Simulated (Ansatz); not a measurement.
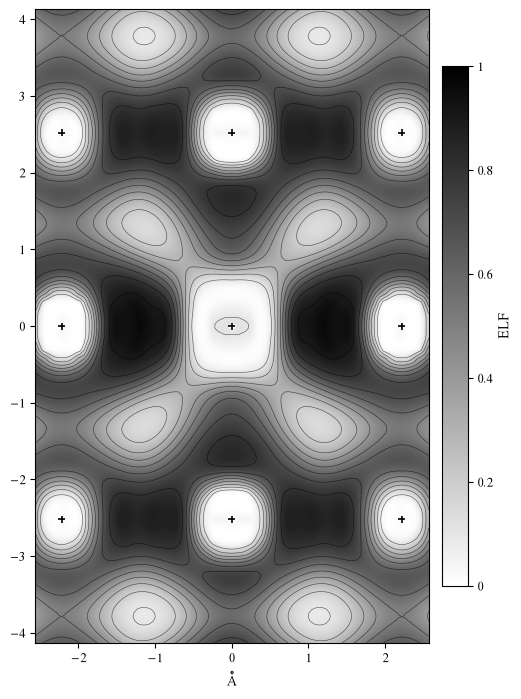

The ELF on a plane through atoms (crosses mark nuclei in the plane).

Theory: DFT PBE, scalar-relativistic, plane waves, PAW (Ansatz 0.2.0).

Candidates:
A. Y2LuN3, a = 3.33 Å, b = 3.33 Å, c = 9.23 Å, α = 90.00°, β = 90.00°, γ = 90.00°. Space group P-4m2; a structure generated by program, which may or may not match a known phase.
B. AlB2P3, a = 4.37 Å, b = 4.37 Å, c = 4.44 Å, α = 90.00°, β = 90.00°, γ = 120.00°. Space group P6/mmm; a structure generated by program, which may or may not match a known phase.
C. Co5W, a = 2.61 Å, b = 2.61 Å, c = 10.35 Å, α = 90.00°, β = 90.00°, γ = 90.00°. Space group P4/mmm; a structure generated by program, which may or may not match a known phase; spin-polarised.

Q: Which candidate gave the map?

A: Candidate B: AlB2P3 on the (110) plane of the conventional cell, which holds Al, B and P. Al–P (2.22 Å): the ELF peaks at about 0.95 between the atoms. B–P (2.22 Å): the ELF peaks at about 0.90 between the atoms.
